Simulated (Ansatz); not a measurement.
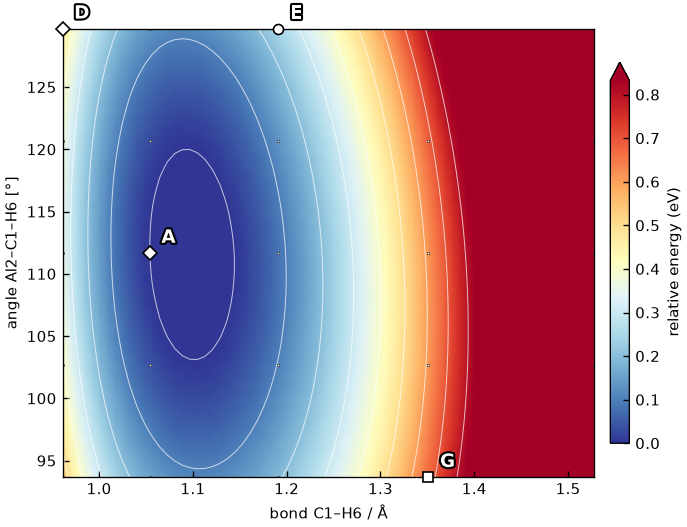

CH₅AlO₂, SMILES [CH3][Al]([OH])[OH]. Two internal coordinates are moved rigidly from the geometry relaxed at PBE0-D4/def2-TZVP, all others fixed. Coordinates scanned: (1) bond C1–H6; (2) angle Al2–C1–H6. Grid: 5 × 5 points. Energies: eV, counted from the lowest grid point. Level of theory: RKS PBE-D4/def2-TZVPP in Ansatz.

In the figure: a smooth colour map with a few white contour lines, dots at the grid points, one colour for all values above the top of the scale, lettered points. Between grid points the surface is interpolated.

Question: Is A the lowest point of the computed grid?

Answer: Yes. A, at bond C1–H6 = 1.054 Å, angle Al2–C1–H6 = 111.7°, has the lowest energy of the grid.

Question: Rank the lettered points by energy, lowest first.

Answer: A (0.00 eV), E (0.25 eV), D (0.47 eV), G (0.67 eV).
